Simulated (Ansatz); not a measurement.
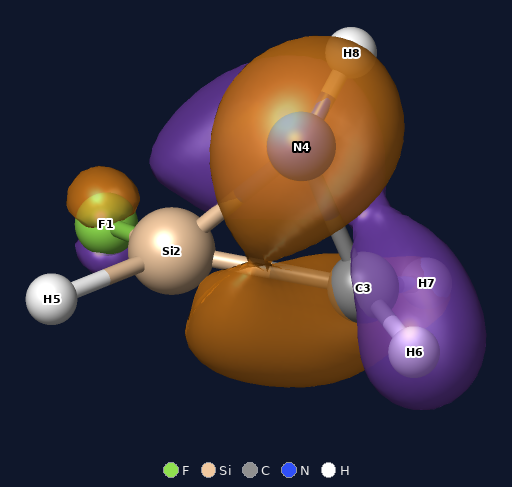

*CH₄FNSi (SMILES F[SiH]1CN1). The HOMO at ±0.15 Å⁻³ᐟ² (orange and purple are the two phases), seen at a tilt.*

Geometry: PBE0-D4/def2-TZVP.

Method: RKS PBE0-D4/def2-TZVPP in Ansatz 0.2.0.

Input file:

```
crystal:
  periodic: [false, false, false]
  atoms:
    - {symbol: F, position_ang: [-1.889443, 1.067309, -0.264439]}
    - {symbol: Si, position_ang: [-0.421351, 0.570483, -0.635744]}
    - {symbol: C, position_ang: [0.666304, -0.021733, 0.695000]}
    - {symbol: N, position_ang: [0.098541, -0.987991, -0.317095]}
    - {symbol: H, position_ang: [-0.070480, 1.217804, -1.909001]}
    - {symbol: H, position_ang: [1.752689, 0.033168, 0.711222]}
    - {symbol: H, position_ang: [0.231663, -0.060276, 1.695099]}
    - {symbol: H, position_ang: [-0.275824, -1.875963, -0.030743]}
basis:
  gaussian: {orbitals: def2-TZVPP}
hamiltonian: {xc: pbe0, dispersion: d4}
output: {orbitals: {seedname: orbitals}}
```

Run with:

```sh
ansatz run in.yaml --threads 2 --pin off --events-out ev --progress --plain --max-ram 4352MiB
```

Describe this orbital and give its energy.

By Hirshfeld shares it lies mainly on N4 (about 50 %), C3 (about 20 %), Si2 (about 15 %) and H6 (about 5 %). Its energy is −7.13 eV.
